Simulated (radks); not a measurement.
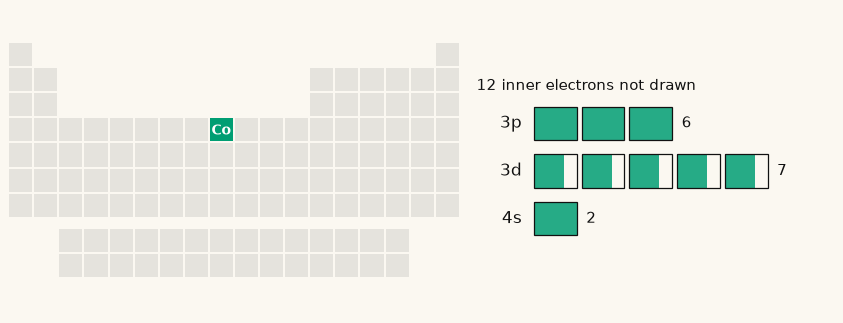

*Left, the place of cobalt in the periodic table; right, the outer shells as the input fills them: a box for each of the 2l + 1 orbitals, shaded by the share of the shell that is filled, with the electron count at the right.*

## Atomic calculation for Co

- system: a free Co atom in the configuration [Ar] 3d7 4s2 (open shells shared over both j by 2j + 1).
- method: Dirac Kohn-Sham, PBE, spin-unpolarised, spherical densities, finite nucleus (the in-house radial solver radks)

Summary:

- outcome: converged
- total energy: −1393.1739 hartree
- kinetic energy: 1414.0899 hartree
- electron–nucleus energy: −3340.5425 hartree
- Hartree energy: 592.632326 hartree
- exchange–correlation energy: −59.353693 hartree
- radius at density 0.001 e/bohr³: 4.38 bohr
- SCF iterations: 15
- hardware: 1 CPU thread, shared host

The input:
```
Z 27
configuration [Ar] 3d7 4s2
relativity Dirac
functional pbe,pbe
spin unpolarised
j_filling average
nucleus finite rms 3.7875 fm
c 137.035999084
```

Energies in input and log are in hartree, lengths in bohr (the nuclear radius in fm).

The program's output:
```
1s1/2   1   2.0000        -278.97511727
2s1/2   1   2.0000         -33.02741586
2p1/2   1   2.0000         -28.65017346
2p3/2   1   4.0000         -28.10544174
3s1/2   1   2.0000          -3.76235302
3p1/2   1   2.0000          -2.45721209
3p3/2   1   4.0000          -2.38910250
3d3/2   1   2.8000          -0.30574862
3d5/2   1   4.2000          -0.29868381
4s1/2   1   2.0000          -0.20100271
Etot -1393.173891064136
Ekin 1414.089946638318
Encl -3340.5424701208703
Eh 592.632325608705
Exc -59.353693190288354
err 2.595668630757314e-09
it 15
```

Slater integrals of the outer shells (hartree):

```
       integral   value
F0(4s1/2,4s1/2)  0.3132
F0(4s1/2,3d5/2)  0.4006
G2(4s1/2,3d5/2)  0.0488
F0(4s1/2,3d3/2)  0.4009
G2(4s1/2,3d3/2)  0.0482
F0(4s1/2,3p3/2)  0.4107
G1(4s1/2,3p3/2)  0.0206
F0(3d5/2,3d5/2)  0.8805
F2(3d5/2,3d5/2)  0.3959
F4(3d5/2,3d5/2)  0.2442
F0(3d5/2,3d3/2)  0.8834
F2(3d5/2,3d3/2)  0.3973
F4(3d5/2,3d3/2)  0.2451
G0(3d5/2,3d3/2)  0.8825
```

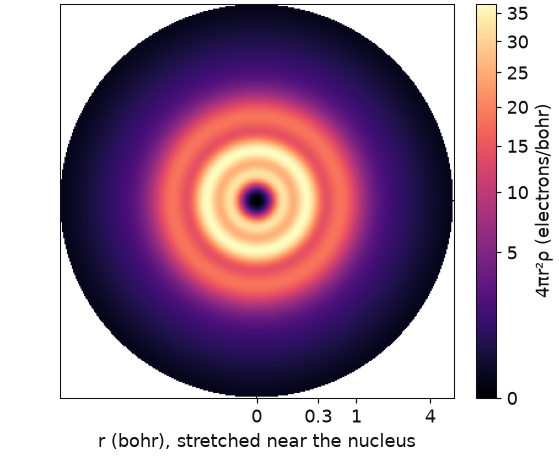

*The radial density 4πr²ρ as a disc about the nucleus, with the radius drawn as r to the power 0.4.*

There are 3 maxima, at r = 0.0391, 0.179 and 0.658 bohr, parted by minima at 0.0855 and 0.417 bohr, inside which lie 2.1 and 10.7 electrons. The configuration has 4 principal shells, so not every shell has a maximum of its own.

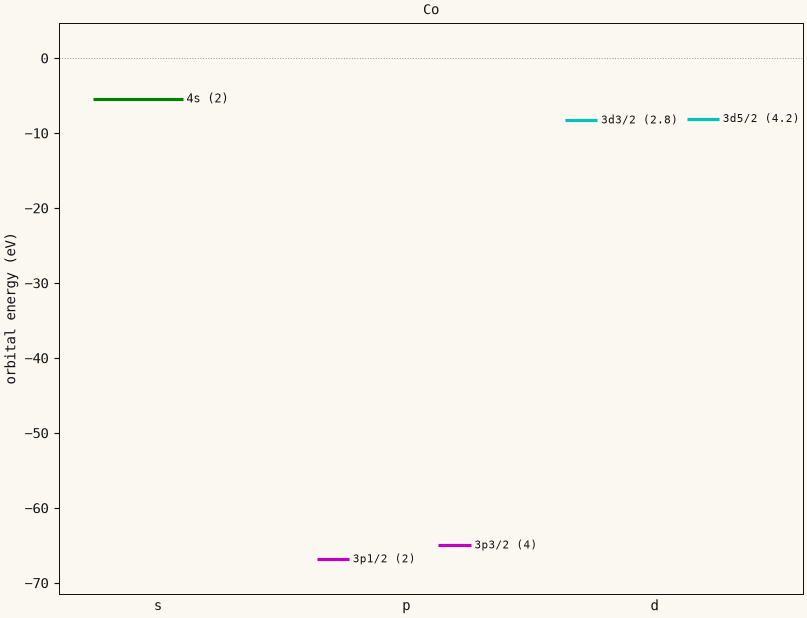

*The outer levels are drawn (occupations in brackets, the lower j at the left of each column).*

The highest occupied level is 4s at −5.47 eV. From the top down the occupied levels run 4s (−5.47 eV), 3d5/2 (−8.13 eV), 3d3/2 (−8.32 eV), 3p3/2 (−65.0 eV), 3p1/2 (−66.9 eV). Spin-orbit splittings: 3d 0.192 eV, 3p 1.85 eV. The open 3d shell lies under a filled one.

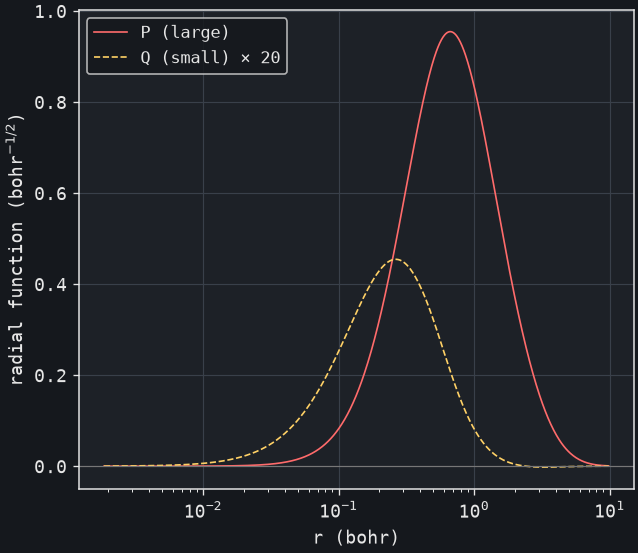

*The large and small radial components of the 3d3/2 spinor.*

The spinor has κ = 2: the large component has l = 2 and 0 radial nodes, the small one has l = 1. The small component carries 0.021 % of the norm; ⟨r⟩ = 1.07 bohr and the eigenvalue is −8.32 eV.

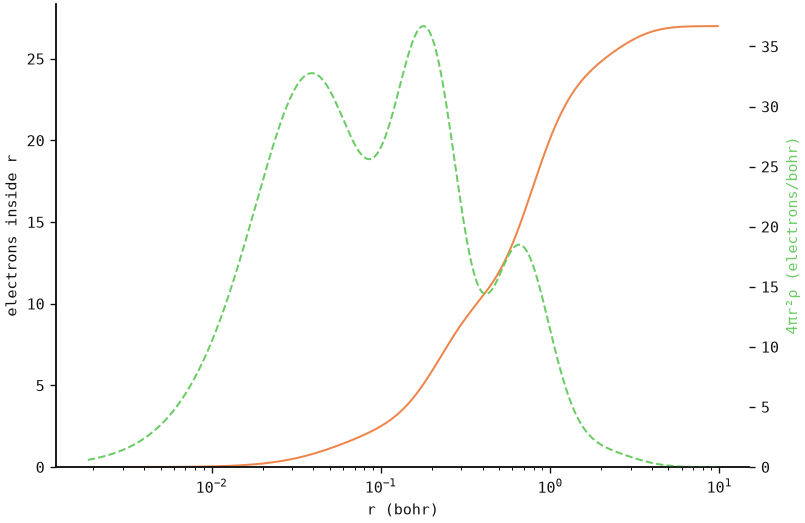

*The number of electrons inside radius r (solid) and the radial density 4πr²ρ (dashed).*

The count levels off at 27 electrons. Half of them lie within 0.591 bohr, 90 % within 1.76 bohr and 99 % within 4.22 bohr. The radial density has minima at 0.0855 and 0.417 bohr, where the count stands at 2.1 and 10.7; these part the shells that the density resolves.
